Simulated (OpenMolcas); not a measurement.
## B2NH2OF (SMILES OB1NB1F): methods side by side

B2NH2OF: 7 atoms, total charge 0, spin state singlet. SMILES: `OB1NB1F`. The coordinates come from a PBE0-D4/def2-TZVP relaxation. This is one conformer, not always the lowest.

```xyz
7

O    -1.2767    0.1764    1.3081
B    -0.3790    0.1502    0.3042
N     0.6322   -0.7682   -0.0948
B     0.5870    0.3397   -0.9541
F     1.2500    0.7241   -2.0253
H    -1.8294    0.9602    1.2934
H     1.0772   -1.6504    0.1229
```

Quantity: the energy change with the O1–H6 bond stretched from 0.959 to 2.110 Å, in eV. The values are calculated.

```tsv
level	kind	program	value (eV)	less CCSD(T)/def2-SVP	CPU time (all runs)
HF/def2-SVP (unrestricted)	Hartree–Fock	OpenMolcas	6.69	+2.31	20 s
SVWN5/def2-SVP (restricted)	LDA	OpenMolcas	4.59	+0.21	58 s
revPBE/def2-SVP (restricted)	GGA	OpenMolcas	4.37	-0.01	69 s
TPSS/def2-SVP (restricted)	meta-GGA	OpenMolcas	4.55	+0.17	94 s
M06-2X/def2-SVP (restricted)	hybrid meta-GGA	OpenMolcas	5.58	+1.20	66 s
PBE0/def2-SVP (restricted)	global hybrid	OpenMolcas	5.22	+0.84	57 s
B2PLYP/def2-SVP (restricted)	double hybrid	OpenMolcas	4.99	+0.61	45 s
MP2/def2-SVP (restricted)	perturbation theory	OpenMolcas	5.16	+0.78	14 s
CCSD(T)/def2-SVP (restricted)	coupled cluster or CI	OpenMolcas	4.38	0.00	1.9 min
```

Differences are taken from CCSD(T)/def2-SVP (restricted) for orientation; it has basis-set and higher-order errors of its own. At this stretch a single reference begins to fail. The first shape isn't each level's own minimum. The values span 4.37 to 6.69 eV. Times are those of the runs behind each value, whatever else they computed, on shared processors of several kinds: orders of magnitude only.

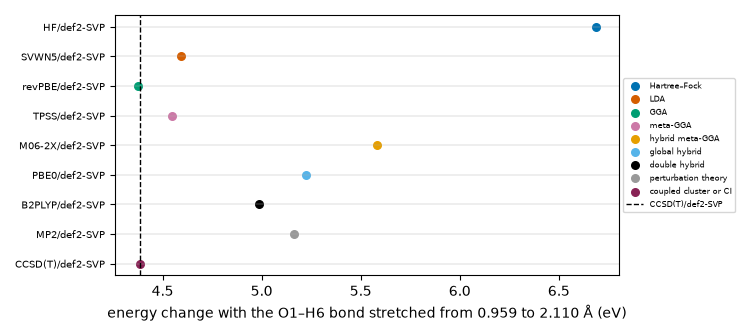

The values of the table, level by level.
